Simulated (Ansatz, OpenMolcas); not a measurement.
**BH2F (SMILES [H]B([H])F): the energy, rung by rung**

BH2F has 4 atoms, charge 0, and is taken as a singlet. SMILES: `[H]B([H])F`. Geometry: relaxed at GFN2-xTB.

```jsonl
{"atom": "B", "x (Å)": "0.0300", "y (Å)": "0.0492", "z (Å)": "0.0006"}
{"atom": "H", "x (Å)": "1.1984", "y (Å)": "-0.0340", "z (Å)": "0.0156"}
{"atom": "H", "x (Å)": "-0.5783", "y (Å)": "1.0502", "z (Å)": "-0.0194"}
{"atom": "F", "x (Å)": "-0.6501", "y (Å)": "-1.0654", "z (Å)": "0.0032"}
```

Quantity: the energy change with the B1–F4 bond stretched from 1.306 to 1.632 Å, in eV. The values are calculated.

| level | kind | program | value (eV) | less FCI/STO-3G | CPU time (all runs) |
| --- | --- | --- | --- | --- | --- |
| BLYP/STO-3G (restricted) | GGA | Ansatz | 1.47 | -0.24 | 0.71 s |
| r2SCAN/STO-3G (restricted) | meta-GGA | Ansatz | 1.69 | -0.02 | 1.5 s |
| M06-2X/STO-3G (restricted) | hybrid meta-GGA | OpenMolcas | 1.87 | +0.16 | 7.2 s |
| PBE0/STO-3G (restricted) | global hybrid | OpenMolcas | 1.77 | +0.06 | 6.3 s |
| wB97X/STO-3G (restricted) | range-separated hybrid | Ansatz | 1.77 | +0.06 | 3 s |
| B2PLYP/STO-3G (restricted) | double hybrid | OpenMolcas | 1.79 | +0.08 | 6.2 s |
| RPA@PBE/STO-3G (restricted) | RPA | Ansatz | 1.56 | -0.15 | 0.98 s |
| MP2/STO-3G (restricted) | perturbation theory | Ansatz | 1.96 | +0.25 | 0.1 s |
| CISD/STO-3G (restricted) | coupled cluster or CI | OpenMolcas | 1.77 | +0.06 | 3.2 s |
| FCI/STO-3G | exact in the basis | Ansatz | 1.71 | 0.00 | 0.51 s |

FCI/STO-3G is exact within its basis and frozen core, so for wave-function methods in that basis the difference is their error; functionals converge differently with the basis, so for them it is only a difference. The first shape isn't each level's own minimum. The values span 1.47 to 1.96 eV. All rows use very small basis sets, so none should be taken for the real molecule's value. In so small a basis fixed costs decide the times, and correlated methods can beat functionals. CPU times are rough (shared hosts, several kinds of processor and program).

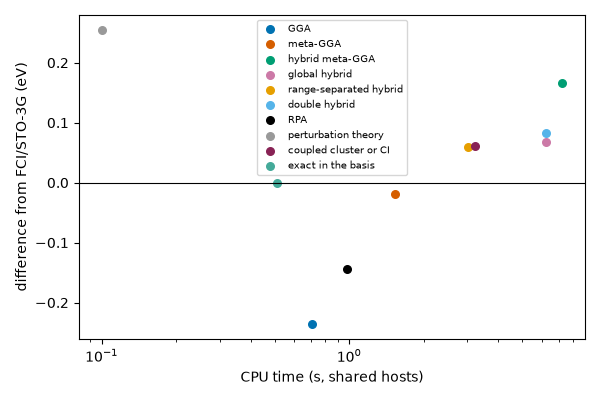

Difference from FCI/STO-3G against processor time, one point a level.
